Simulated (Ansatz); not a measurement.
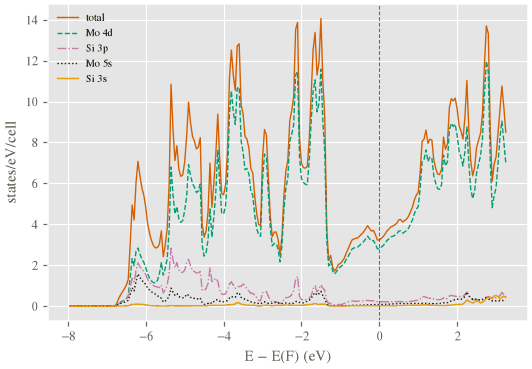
*Total and projected density of states of SiMo3 (A15 (Cr3Si type), Pm-3n), r²SCAN in the plane-wave PAW code Ansatz*

Task: Which orbitals carry the states next to the Fermi level?

Result: Within 0.5 eV of the Fermi level: Mo 4d 87 %, Si 3p 6 %. Projections are on Löwdin-orthogonalised atomic valence shells; empty p or d shells of many metals are not among them.

Task: Where is the tallest occupied peak in this window, and what makes it?

Result: Near -1.5 eV, about 14 states/eV per cell; the largest projected share is Mo 4d.

The r²SCAN relaxation kept the symmetry of its start. The run is not spin-polarised. Spin–orbit coupling is left out wherever it is not named.

Potentials: the earlier of the program's two PAW sets.
